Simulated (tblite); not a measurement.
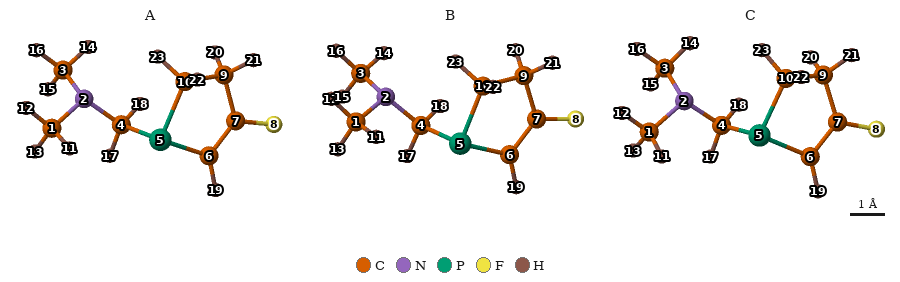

3 geometries from one relaxation of C₇H₁₃FNP, in shuffled order. Style: ball-and-stick. Shown face on.

Computed with tblite, GFN2-xTB geometry optimisation, gas phase. 

**Put them in the order of the run, from the start to the converged end.**

C, A, B. They are steps 0, 47, 97, at +21.6 kJ/mol, +1.65 kJ/mol relative to the last. The atom that moves furthest after the best rigid fit is H11 (0.78 Å). Largest moves by element: H 0.78 Å, C 0.42 Å, F 0.31 Å, P 0.28 Å, N 0.22 Å. Some distances before and after: P5–C6 1.866 → 1.819 Å, C4–P5 1.855 → 1.882 Å, N2–C4 1.466 → 1.445 Å, C4–H17 1.086 → 1.105 Å. Among the angles between lasting bonds that change: N2–C4–P5 100.5° → 109.2°, P5–C10–H23 114.2° → 108.3°, N2–C1–H11 113.0° → 108.7°. Groups turn about N2–C4 by about 20°. Over 97 geometry steps the energy falls by 21.6 kJ/mol. Cost: 0.72 s on 1 thread of Intel(R) Xeon(R) 6975P-C, on a shared host.
